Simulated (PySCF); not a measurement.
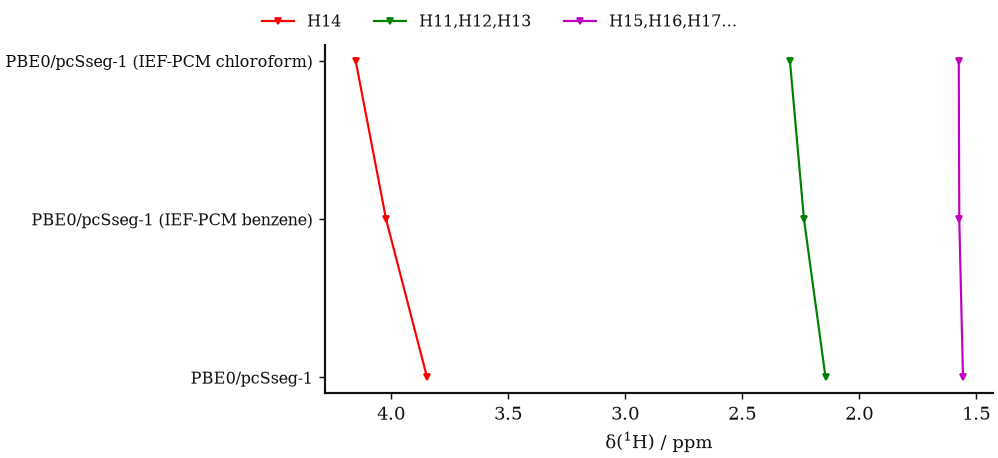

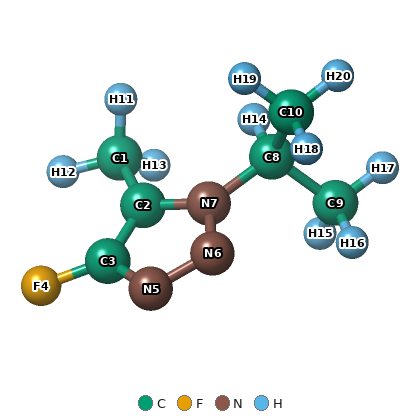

GIAO ¹H shifts of C₆H₁₀FN₃, SMILES Cc1c(F)nnn1C(C)C at several levels, one geometry, PySCF 2.14.0, at a PBE0-D3(BJ)/def2-SVP geometry (no frequency check); values of one conformer, averaged over nuclei that symmetry, rotation about single bonds or inversion at nitrogen exchange, these motions taken as fast; other conformers aren't averaged in; each against TMS at the same level.

Q: Which of the plotted signals depends most on the level, and by how much?

A: That of H14: from 3.85 ppm (PBE0/pcSseg-1) to 4.15 ppm (PBE0/pcSseg-1 (IEF-PCM chloroform)), a spread of 0.31 ppm. The steadiest, H15, H16, H17, H18, H19 and H20, moves by 0.02 ppm.

Q: Do all levels give the signals in the same order?

A: Yes, the order of the signals is the same at every level.
